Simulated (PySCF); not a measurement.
Vertical excitations of a molecule C4H6ClF from TDA-CAM-B3LYP/def2-SVPD run with PySCF 2.14.0, as energy in eV (oscillator strength): 6.78 (0.004), 7.18 (0.008), 7.57 (0.015), 7.91 (0.005), 8.31 (0.019), 8.47 (0.049), 8.60 (0.071), 8.72 (0.013), 8.74 (0.002), 8.91 (0.030). Lowest triplet (TDA): 6.09 eV. Coordinates come from a B3LYP-D3(BJ)/def2-SVP optimisation. The values are those of a single conformer.

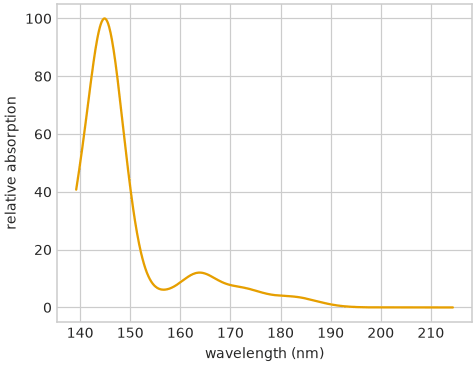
Figure: The lines broadened by 0.4 eV.

### Question
Identify the compound among the candidates.
A. C[C@]1(F)C[C@H]1Cl
B. C/C(F)=C(\C)Cl
C. F[C@@H]1CC[C@H]1Cl
D. C[C@@]1(Cl)C[C@@H]1F

### Answer
A, C[C@]1(F)C[C@H]1Cl
